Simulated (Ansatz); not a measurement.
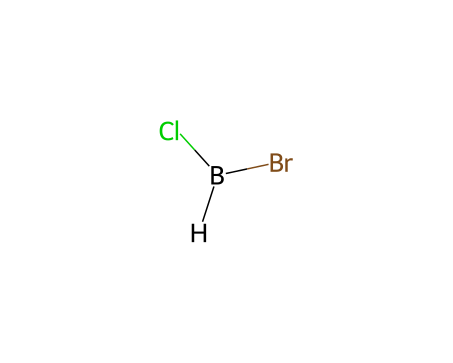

A structural formula.

Question: Transcribe the drawing into SMILES.

Answer: ClBBr

Question: What is the molecular formula?

Answer: BBrClH.

Question: An optimisation with PBE0-D4/def2-TZVP gave a structure of which point group?

Answer: Cs.

The parts below concern this one geometry. Atoms keep their numbers from picture to picture. The computed structure is the end point of a PBE0-D4/def2-TZVP optimisation.

## Shape

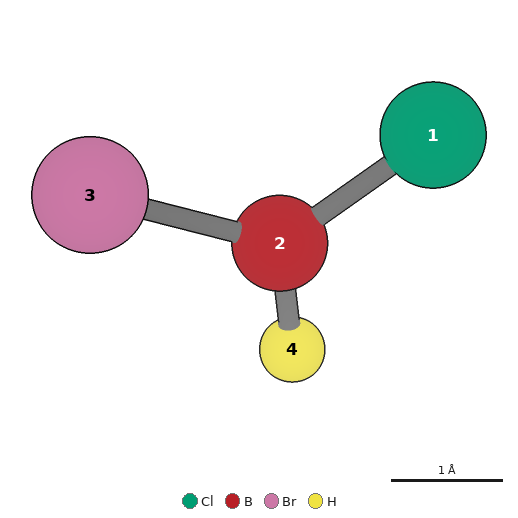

The atoms are numbered.

Estimate the angles Cl1–B2–Br3, Cl1–B2–H4, Br3–B2–H4.

| angle | degrees |
| --- | --- |
| Cl1–B2–Br3 | 121.0 |
| Cl1–B2–H4 | 120.0 |
| Br3–B2–H4 | 119.0 |

## Dipole moment

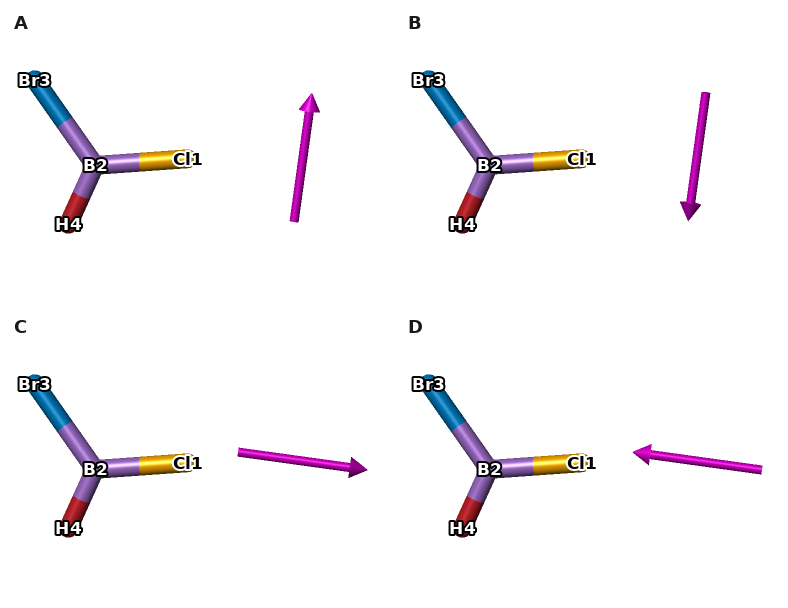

The same molecule four times, each with an arrow. Level of theory: RKS ωB97M-V/def2-TZVPP (Ansatz 0.2.0).

Question: Which arrow points along the dipole moment, from the negative to the positive end?

Answer: B. The dipole moment is 0.44 D; it points from the side of Br3 to the side of H4 (the outermost atoms at the two ends).

## Electronic properties

Level of theory: RKS CAM-B3LYP-D4/def2-TZVPP (Ansatz 0.2.0).

Computed properties:

- HOMO energy (Kohn–Sham orbital): −9.98 eV
- LUMO energy (Kohn–Sham orbital): −0.74 eV
- HOMO–LUMO gap: 9.24 eV

## Thermal motion

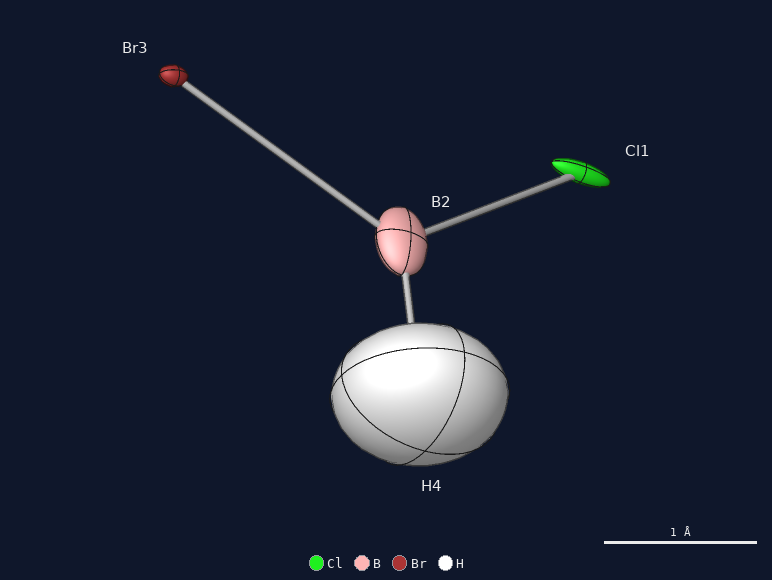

Displacement ellipsoids at the 50 % level, enlarged 3 times, from the internal vibrations of the free molecule (harmonic, no overall translation or rotation; no half-axis is drawn under 0.075 Å). Vibrations computed with RKS PBE0-D4/def2-TZVP (Ansatz 0.2.0). Temperature: 298 K.

Give the displacement parameters, one line for each set of equivalent atoms.

```csv
atom,U_eq (Å²),rms amplitudes (Å)
Cl1,0.00081,"0.002, 0.009, 0.048"
B2,0.0019,"0.027, 0.041, 0.057"
Br3,0.00018,"0.001, 0.004, 0.023"
H4,0.0136,"0.094, 0.123, 0.129"
```

## Charges

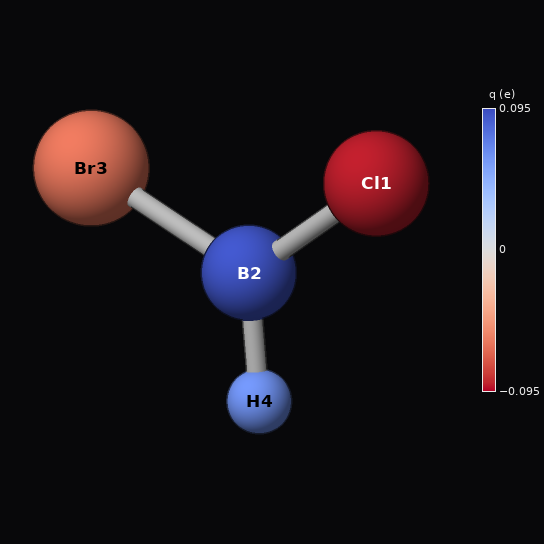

Atoms are coloured by their Mulliken charges. Properties computed with RKS B3LYP-D4/def2-TZVPP (Ansatz 0.2.0).

List the Mulliken charges.

| atom | value (e) |
| --- | --- |
| Cl1 | −0.09 |
| B2 | 0.09 |
| Br3 | −0.06 |
| H4 | 0.06 |

Mulliken values depend strongly on the basis set and can even reverse the polarity of a bond.
